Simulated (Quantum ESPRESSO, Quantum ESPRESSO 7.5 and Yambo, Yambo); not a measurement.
# A GW chain in Yambo: CdWO4 (P2/c)

How does a plane-wave GW calculation on CdWO4 (P2/c) run from the first input to the gap?

Method: LDA and many-body steps on it, plane waves, in Quantum ESPRESSO 7.5 and Yambo 5.3.0.

**What was measured.**

- Gap 4.15 eV: direct gap from absorption edge with Urbach fit; optical absorption; 300 K; bulk crystal (thin cleaved platelet of Czochralski crystal, 10-30 um thick) (“Optical absorption of divalent metal tungstates: Correlation between the band-gap energy and the cation ionic radius”, 2008, arxiv:0807.2115).

### 1. The starting structure

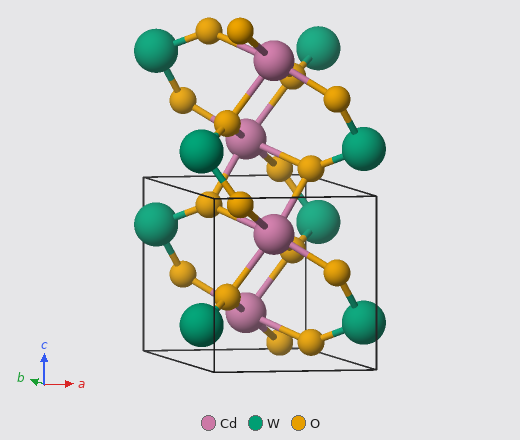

The cell as given, slightly off an axis (cadmium pink, tungsten teal, oxygen orange). 1×1×2 cells are drawn. Some periodic images of atoms are drawn too.

The cell and positions come from the Crystallography Open Database and are kept as given unless a step says otherwise. Spin-orbit coupling is left out unless a step names it.

### 2. Ground state

This step: Quantum ESPRESSO 7.5; DFT, LDA, plane waves, norm-conserving pseudopotentials.

The ground-state density comes first.

The input, pw.in:

```
&control
  calculation = 'scf'
  prefix = 'x'
  outdir = 'o'
  pseudo_dir = 'pseudo'
/
&system
  ibrav = 0
  nat = 12
  ntyp = 3
  ecutwfc = 94.0
  nbnd = 68
  force_symmorphic = .true.
/
&electrons
  conv_thr = 1e-10
  electron_maxstep = 80
  mixing_beta = 0.5
/
ATOMIC_SPECIES
  Cd 112.41 Cd.upf
  W 183.84 W.upf
  O 15.999 O.upf
CELL_PARAMETERS angstrom
  5.0400000000 -0.0000000000 0.0000000000
  -0.0000000000 5.8701000000 -0.0000000000
  -0.1309573182 -0.0000000000 5.0824131071
ATOMIC_POSITIONS crystal
  Cd 0.5000000000 0.6972900000 0.2500000000
  Cd 0.5000000000 0.3027100000 0.7500000000
  W 0.0000000000 0.1785500000 0.2500000000
  W 0.0000000000 0.8214500000 0.7500000000
  O 0.2018000000 0.0955000000 0.9504000000
  O 0.7982000000 0.0955000000 0.5496000000
  O 0.7982000000 0.9045000000 0.0496000000
  O 0.2018000000 0.9045000000 0.4504000000
  O 0.2420000000 0.3703000000 0.3839000000
  O 0.7580000000 0.3703000000 0.1161000000
  O 0.7580000000 0.6297000000 0.6161000000
  O 0.2420000000 0.6297000000 0.8839000000
K_POINTS automatic
  4 4 4 0 0 0
```

Run with:

```sh
$ OMP_NUM_THREADS=1 mpirun -n 8 pw.x -nk 8 -in pw.in > pw.out
```

What it wrote:

```text
Program PWSCF v.7.5 starts

     This program is part of the open-source Quantum ESPRESSO suite
     for quantum simulation of materials; please cite
         "P. Giannozzi et al., J. Phys.:Condens. Matter 21 395502 (2009);
         "P. Giannozzi et al., J. Phys.:Condens. Matter 29 465901 (2017);
         "P. Giannozzi et al., J. Chem. Phys. 152 154105 (2020);
     in publications or presentations arising from this work. More details at
     Message from routine setup:
     using ibrav=0 with symmetry is DISCOURAGED, use correct ibrav instead

     G-vector sticks info

     bravais-lattice index     =            0
     lattice parameter (alat)  =       9.5242  a.u.
     unit-cell volume          =    1014.7115 (a.u.)^3
     number of atoms/cell      =           12
     number of atomic types    =            3
     number of electrons       =       116.00
     number of Kohn-Sham states=           68
     kinetic-energy cutoff     =      94.0000  Ry
     charge density cutoff     =     376.0000  Ry
     scf convergence threshold =      1.0E-10
     mixing beta               =       0.5000
     number of iterations used =            8  plain     mixing
     Exchange-correlation= SLA  PW   NOGX NOGC
                           (   1   4   0   0   0   0   0)

     celldm(1)=   9.524220  celldm(2)=   0.000000  celldm(3)=   0.000000
     celldm(4)=   0.000000  celldm(5)=   0.000000  celldm(6)=   0.000000

     crystal axes: (cart. coord. in units of alat)
               a(1) = (   1.000000  -0.000000   0.000000 )
               a(2) = (  -0.000000   1.164702  -0.000000 )
               a(3) = (  -0.025984  -0.000000   1.008415 )

     reciprocal axes: (cart. coord. in units 2 pi/alat)
               b(1) = (  1.000000  0.000000  0.025767 )
               b(2) = (  0.000000  0.858588  0.000000 )
               b(3) = (  0.000000  0.000000  0.991655 )
     Pseudo is Norm-conserving + core correction, Zval = 20.0
     Generated using ONCVPSP code by D. R. Hamann
     Using radial grid of 1336 points,  6 beta functions with:
     Pseudo is Norm-conserving + core correction, Zval = 14.0
     Generated using ONCVPSP code by D. R. Hamann
     Using radial grid of 1380 points,  8 beta functions with:
     Pseudo is Norm-conserving + core correction, Zval =  6.0
     Generated using ONCVPSP code by D. R. Hamann
     Using radial grid of  926 points,  5 beta functions with:
     Cd               20.00   112.41000     Cd( 1.00)
     W                14.00   183.84000     W ( 1.00)
     O                 6.00    15.99900     O ( 1.00)

      2 Sym. Ops., with inversion, found

   Cartesian axes

     site n.     atom                  positions (alat units)
         1        Cd     tau(   1) = (   0.4935041   0.8121353   0.2521038  )
         2        Cd     tau(   2) = (   0.4805123   0.3525671   0.7563115  )
         3        W      tau(   3) = (  -0.0064959   0.2079576   0.2521038  )
         4        W      tau(   4) = (  -0.0194877   0.9567448   0.7563115  )
         5        O      tau(   5) = (   0.1771052   0.1112291   0.9583979  )
         6        O      tau(   6) = (   0.7839194   0.1112291   0.5542250  )
         7        O      tau(   7) = (   0.7969112   1.0534733   0.0500174  )
         8        O      tau(   8) = (   0.1900970   1.0534733   0.4541903  )
         9        O      tau(   9) = (   0.2320249   0.4312893   0.3871306  )
        10        O      tau(  10) = (   0.7549833   0.4312893   0.1170770  )
        11        O      tau(  11) = (   0.7419915   0.7334131   0.6212847  )
        12        O      tau(  12) = (   0.2190331   0.7334131   0.8913383  )

     number of k points=    36
                       cart. coord. in units 2pi/alat
        k(    1) = (   0.0000000   0.0000000   0.0000000), wk =   0.0312500
        k(    2) = (   0.0000000   0.0000000   0.2479137), wk =   0.0625000
        k(    3) = (   0.0000000   0.0000000  -0.4958275), wk =   0.0312500
        k(    4) = (   0.0000000   0.2146471   0.0000000), wk =   0.0625000
        k(    5) = (   0.0000000   0.2146471   0.2479137), wk =   0.0625000
        k(    6) = (   0.0000000   0.2146471  -0.4958275), wk =   0.0625000
        k(    7) = (   0.0000000  -0.4292942   0.0000000), wk =   0.0312500
        k(    8) = (   0.0000000  -0.4292942   0.2479137), wk =   0.0625000
        k(    9) = (   0.0000000  -0.4292942  -0.4958275), wk =   0.0312500
        k(   10) = (   0.2500000   0.0000000   0.0064417), wk =   0.0625000
     [... 24 further rows ...]
        k(   35) = (  -0.2500000   0.2146471   0.2414720), wk =   0.0625000
        k(   36) = (   0.5000000   0.2146471  -0.2350304), wk =   0.0625000

     Dense  grid:   125031 G-vectors     FFT dimensions: (  60,  72,  60)

     Initial potential from superposition of free atoms

     starting charge     115.9988, renormalised to     116.0000
     Starting wfcs are   72 randomized atomic wfcs

     per-process dynamical memory:   204.0 Mb

     Self-consistent Calculation

     iteration #  1     ecut=    94.00 Ry     beta= 0.50

     total energy              =   -1267.65036011 Ry
     estimated scf accuracy    <       4.26778579 Ry

     iteration #  2     ecut=    94.00 Ry     beta= 0.50

     total energy              =   -1268.23052582 Ry
     estimated scf accuracy    <       5.62278838 Ry

     iteration #  3     ecut=    94.00 Ry     beta= 0.50

     total energy              =   -1269.29605724 Ry
     estimated scf accuracy    <       0.48158047 Ry

     iteration #  4     ecut=    94.00 Ry     beta= 0.50

     total energy              =   -1269.35769968 Ry
     estimated scf accuracy    <       0.04731778 Ry

     iteration #  5     ecut=    94.00 Ry     beta= 0.50

     total energy              =   -1269.36346649 Ry
     estimated scf accuracy    <       0.00789478 Ry

     iteration #  6     ecut=    94.00 Ry     beta= 0.50

     total energy              =   -1269.36517496 Ry
     estimated scf accuracy    <       0.00232866 Ry

     iteration #  7     ecut=    94.00 Ry     beta= 0.50

     total energy              =   -1269.36540595 Ry
     estimated scf accuracy    <       0.00007583 Ry

     iteration #  8     ecut=    94.00 Ry     beta= 0.50

     total energy              =   -1269.36543921 Ry
     estimated scf accuracy    <       0.00004386 Ry

     iteration #  9     ecut=    94.00 Ry     beta= 0.50

     total energy              =   -1269.36544142 Ry
     estimated scf accuracy    <       0.00000449 Ry

     iteration # 10     ecut=    94.00 Ry     beta= 0.50

     total energy              =   -1269.36544201 Ry
     estimated scf accuracy    <       0.00000040 Ry

     iteration # 11     ecut=    94.00 Ry     beta= 0.50

     total energy              =   -1269.36544218 Ry
     estimated scf accuracy    <       0.00000018 Ry

     iteration # 12     ecut=    94.00 Ry     beta= 0.50

     total energy              =   -1269.36544219 Ry
     estimated scf accuracy    <       0.00000001 Ry

     iteration # 13     ecut=    94.00 Ry     beta= 0.50

     total energy              =   -1269.36544220 Ry
     estimated scf accuracy    <          7.2E-09 Ry

     iteration # 14     ecut=    94.00 Ry     beta= 0.50

     total energy              =   -1269.36544220 Ry
     estimated scf accuracy    <          3.7E-10 Ry

     iteration # 15     ecut=    94.00 Ry     beta= 0.50

     total energy              =   -1269.36544220 Ry
     estimated scf accuracy    <          1.2E-10 Ry

     iteration # 16     ecut=    94.00 Ry     beta= 0.50

     End of self-consistent calculation

          k = 0.0000 0.0000 0.0000 ( 15641 PWs)   bands (ev):

   -90.7298 -90.7297 -65.3274 -65.3216 -51.9263 -51.9240 -51.9151 -51.9128
   -51.8852 -51.8850 -29.7013 -29.6747 -29.6656 -29.5873 -29.5871 -29.5162
    -8.9981  -7.8260  -7.6111  -7.5967  -7.5822  -7.3891  -7.1732  -6.9998
     2.1306   2.2702   2.3156   2.5198   2.5630   2.5805   2.6294   2.8873
     2.9163   3.1525   3.4968   3.7844   3.8866   4.4201   4.5181   4.8612
     4.9077   5.1170   5.9218   5.9426   5.9829   6.4098   6.5543   6.8594
     6.9762   7.0256   7.2539   7.3153   7.7441   7.8905   8.0955   8.2111
     8.4219   8.4664  12.1090  12.5591  12.5692  12.7162  12.7710  13.7169
    13.8039  15.4172  16.6117  16.9053

          k = 0.0000 0.0000 0.2479 ( 15607 PWs)   bands (ev):

   -90.7298 -90.7297 -65.3266 -65.3224 -51.9260 -51.9244 -51.9146 -51.9131
   -51.8852 -51.8850 -29.7000 -29.6828 -29.6568 -29.6158 -29.5574 -29.5200
[...]
14.1332  15.3558  16.0671  16.9999

          k = 0.0000 0.0000-0.4958 ( 15626 PWs)   bands (ev):

[...]
2.2011   2.2011   2.4676   2.4676   2.5293   2.5293   2.8618   2.8618
     2.9824   2.9824   3.5755   3.5755   4.1290   4.1290   4.7417   4.7417
     5.1029   5.1029   5.7544   5.7544   6.1316   6.1316   6.3694   6.3694
     7.1875   7.1875   7.4020   7.4020   7.9446   7.9446   8.1758   8.1758
     8.6103   8.6103  12.1502  12.1502  12.6236  12.6236  12.9625  12.9625
    15.0133  15.0133  16.2380  16.2380

          k = 0.0000 0.2146 0.0000 ( 15624 PWs)   bands (ev):

     [... further k-points ...]

     highest occupied, lowest unoccupied level (ev):     8.7310   11.7260

!    total energy              =   -1269.36544220 Ry
     estimated scf accuracy    <          8.4E-12 Ry

     The total energy is the sum of the following terms:
     one-electron contribution =    -571.63286436 Ry
     hartree contribution      =     337.22576639 Ry
     xc contribution           =    -227.61816889 Ry
     ewald contribution        =    -807.34017534 Ry

     convergence has been achieved in  16 iterations

     XML data file, charge density, pseudopotentials, collected wavefunctions

=------------------------------------------------------------------------------=
   JOB DONE.
=------------------------------------------------------------------------------=
```

Run time: 3.1 min. Hardware: 8 MPI ranks of Arm Neoverse V2, shared host; peak memory 2.4 GiB; 23 min of CPU time.

This step gave:

| Property | Result |
| --- | --- |
| total energy | -17270.5967 eV |
| gap | 2.995 eV |
| k of the valence top | 0, 0.25, -0.25 |
| k of the conduction bottom | 0, -0.5, 0 |
| least direct gap | 2.998 eV |

The gap is indirect, with the least direct gap 0.003 eV higher.

(Part 1 of 3 ends here.)

[Paths, hosts, dates, memory and timing lines, banners, echoed tables and standing remarks are left out of the program output.]

[Logs are printed without paths, hosts, clocks, repeated set-up lines and the standing remarks that a program may print on its own settings, such as how far it seeks lower states.]

[Runs of the session that timed out or met a known fault of the program may be left out.]

[Hosts, paths, dates, database ids (printed as entryN), source tags and the programs' standing remarks are cut or masked in the printed files.]
